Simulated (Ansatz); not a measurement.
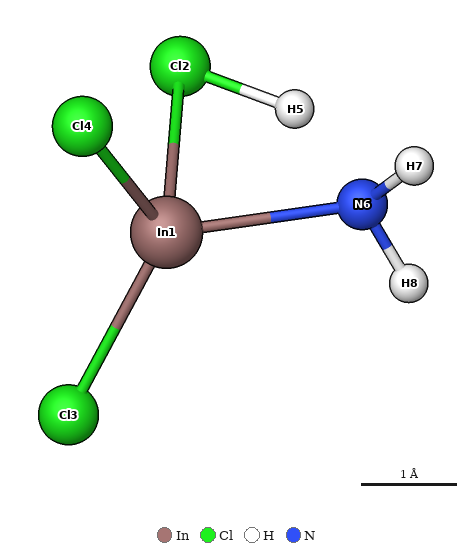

The input geometry (ball-and-stick view, seen at a tilt; atoms are numbered from 1 in the order of the input). Sticks mark near contacts. Bond lengths as drawn: Cl–H 1.36 Å, Cl–In 2.33 to 2.65 Å, H–N 1.02 Å and In–N 2.13 Å.

Frequency calculation, with input and output: InNH$_{3}$Cl$_{3}$

System: InNH$_{3}$Cl$_{3}$.
Method: RKS PBE0-D4/def2-SVP (Ansatz 0.2.0).

Figures and captions count atoms from 1; the log counts them from 0 in places.

The program's output:
```
Functional definition: PBE0
  name "PBE0"
  cite "Adamo & Barone, J. Chem. Phys. 110, 6158 (1999) doi:10.1063/1.478522"
  cite "Perdew, Burke & Ernzerhof, Phys. Rev. Lett. 77, 3865 (1996) doi:10.1103/PhysRevLett.77.3865"
  parent pbe
  parameter a = 0.25
  parameter kappa = 0.804
  parameter beta = 0.06672455060314922
  exchange = (1 - a)*pbe_x(kappa = kappa, mu = beta*pi^2/3) + a*exact_x
  correlation = pbe_c(beta = beta)
these checks for a lower state are left out or cut short: stability, starts, cluster_reference, orbital_swaps, neighbouring_geometries, increment
1195 factors; integrals over basis functions are off by at most 2.5e-4 eV
mean field evaluation 1: about -44251.2405 eV, gradient 5.3e1 eV
mean field evaluation 2: about -44238.2890 eV, gradient 8.6e1 eV
mean field evaluation 4: about -44257.1852 eV, gradient 4.5e0 eV
mean field evaluation 8: about -44257.2746 eV, gradient 5.4e-2 eV
mean field evaluation 16: about -44257.2746 eV, gradient 6.4e-6 eV
mean field -44257.27464601 eV, -1626.4248445825 hartree, gradient 6.4e-6 eV, S^2 0.000000; 0 other end points of the search recorded, 0 dependent functions left out
the calculation of the forces begins
reference -44257.27468256 eV, -1626.4248459259 hartree; 41, 41 occupied and 68, 68 virtual orbitals, 1195 factors
these checks for a lower state are left out or cut short: stability, starts, cluster_reference, orbital_swaps, neighbouring_geometries, increment
1195 factors; integrals over basis functions are off by at most 2.5e-4 eV
mean field -44257.27460039 eV, -1626.4248429061 hartree, gradient 1.4e-6 eV, S^2 0.000000; 0 other end points of the search recorded, 0 dependent functions left out
[... from here on the field's lines of each further geometry are left out, up to the last ...]
the calculation of the forces begins
reference -44257.27466147 eV, -1626.4248451509 hartree; 41, 41 occupied and 68, 68 virtual orbitals, 1195 factors
these checks for a lower state are left out or cut short: stability, starts, cluster_reference, orbital_swaps, neighbouring_geometries, increment
1195 factors; integrals over basis functions are off by at most 2.5e-4 eV
mean field -44257.27461128 eV, -1626.4248433065 hartree, gradient 9.6e-7 eV, S^2 0.000000; 0 other end points of the search recorded, 0 dependent functions left out
the calculation of the forces begins
reference -44257.27464784 eV, -1626.4248446498 hartree; 41, 41 occupied and 68, 68 virtual orbitals, 1195 factors
WARN: phonons: modes at or below zero, which the zero-point energy, F, S and C_V leave out: 1, the lowest at -259.34 cm⁻¹. A minimum has none, and a first-order saddle one
Total energy: -44257.48551632 eV, -1626.4325939236 hartree
Atom 0 at    -0.827342    -0.357033    -0.451811 Å, force     0.010252    -0.085166     0.282474 eV/Å
Atom 1 at     1.030816     1.142031    -1.593560 Å, force    -0.027965     0.365365    -1.180380 eV/Å
Atom 2 at    -0.768799    -2.449101    -1.487049 Å, force    -0.000582     0.000059     0.000795 eV/Å
Atom 3 at    -2.800600     0.890401    -0.404827 Å, force     0.000402    -0.000659     0.000093 eV/Å
Atom 4 at     1.264259     0.860218    -0.285500 Å, force     0.025001    -0.455164     1.453649 eV/Å
Atom 5 at     0.647704     0.063291     1.021642 Å, force    -0.005302     0.175309    -0.552551 eV/Å
Atom 6 at     0.314256     0.604799     1.819349 Å, force    -0.000142    -0.001511    -0.001943 eV/Å
Atom 7 at     1.139607    -0.754704     1.381756 Å, force    -0.001663     0.001768    -0.002136 eV/Å
Dipole moment:     0.499173     0.107833     0.605618 e Å
Vibrations: -259.34 45.64 83.90 88.99 116.57 198.69 276.22 352.56 393.82 519.50 620.68 759.21 835.01 918.43 1526.89 2000.70 3538.45 3641.60 cm⁻¹, zero-point energy 0.986719 eV
Checks for a lower state left out: stability, starts, cluster_reference, orbital_swaps, neighbouring_geometries, increment
```

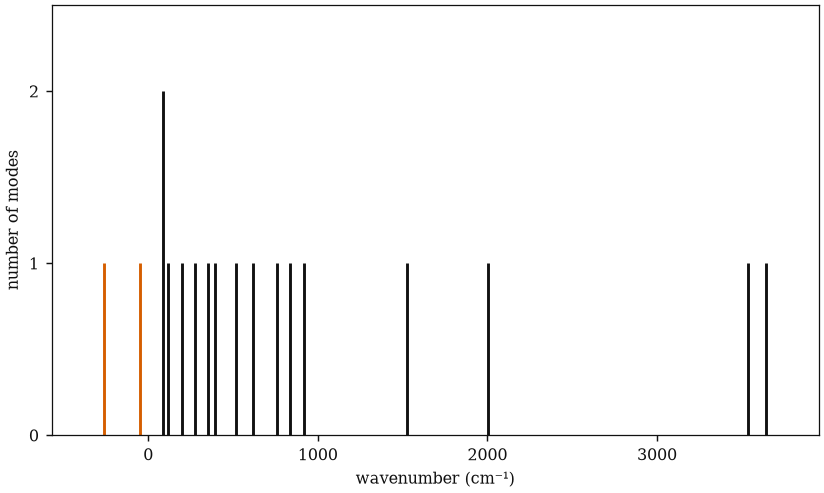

Harmonic vibrational wavenumbers from the force constants; neighbouring modes closer than 18 cm⁻¹ are counted in one stick, and imaginary ones are drawn at negative wavenumbers. 18 modes from 258i to 3642 cm⁻¹, 2 imaginary beyond 8i (258i, 46i cm⁻¹): not a minimum.

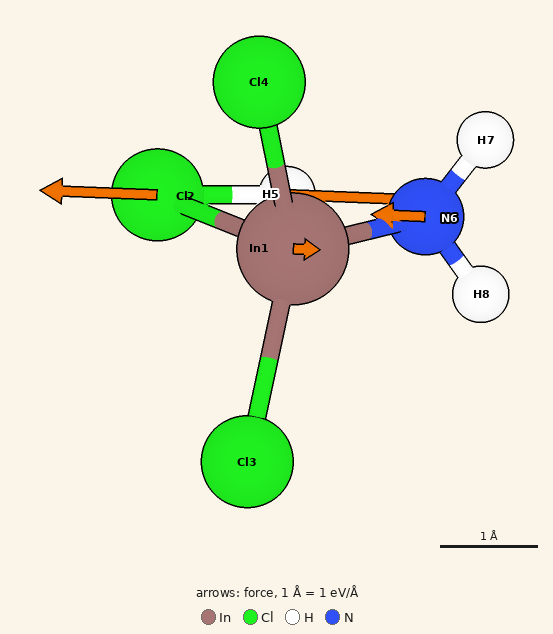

Forces on the atoms as orange arrows (ball-and-stick view, seen at a tilt; atoms are numbered from 1 in the order of the input); the smallest are left out. The largest act on H5 (1.52 eV/Å); Cl2 (1.24 eV/Å); N6 (0.58 eV/Å). The geometry is not a stationary point of this energy.

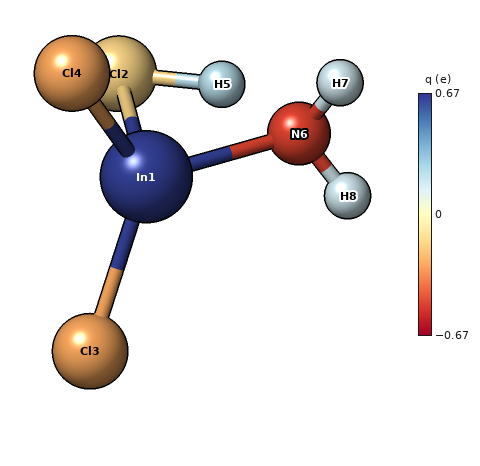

Mulliken charges, as the colour of each atom (ball-and-stick view, seen at a tilt; atoms are numbered from 1 in the order of the input). By element: In +0.64, Cl −0.27 to −0.15, H +0.16 to +0.23 and N −0.49 e.

The run was set up as follows.

The input:
```yaml
crystal:
  periodic: [false, false, false]
  atoms:
    - {symbol: In, position_ang: [-0.827342, -0.357033, -0.451811]}
    - {symbol: Cl, position_ang: [1.030816, 1.142031, -1.593560]}
    - {symbol: Cl, position_ang: [-0.768799, -2.449101, -1.487049]}
    - {symbol: Cl, position_ang: [-2.800600, 0.890401, -0.404827]}
    - {symbol: H, position_ang: [1.264259, 0.860218, -0.285500]}
    - {symbol: N, position_ang: [0.647704, 0.063291, 1.021642]}
    - {symbol: H, position_ang: [0.314256, 0.604799, 1.819349]}
    - {symbol: H, position_ang: [1.139607, -0.754704, 1.381756]}
basis:
  gaussian: {orbitals: def2-SVP}
hamiltonian: {xc: pbe0, dispersion: d4}
phonons: {}
scf: {lower_state_search: off}
```

Launch command:
```bash
ansatz run in.yaml --threads 8 --pin off --events-out ev --progress --plain --max-ram 19148MiB
```

Key numbers:

```json
{"quantity": "outcome", "value": "converged"}
{"quantity": "total energy", "value": "−44257.4855 eV"}
{"quantity": "mean-field energy", "value": "−44257.2747 eV"}
{"quantity": "dispersion energy", "value": "−0.2108 eV"}
{"quantity": "largest force (length of the vector)", "value": "1.523 eV/Å"}
{"quantity": "dipole moment", "value": "3.81 D"}
{"quantity": "hardware", "value": "8 threads of AMD EPYC, 23 GiB of memory available, shared host"}
{"quantity": "wall time", "value": "35 s (CPU time 3.6 min)"}
{"quantity": "peak memory", "value": "0.27 GiB"}
```
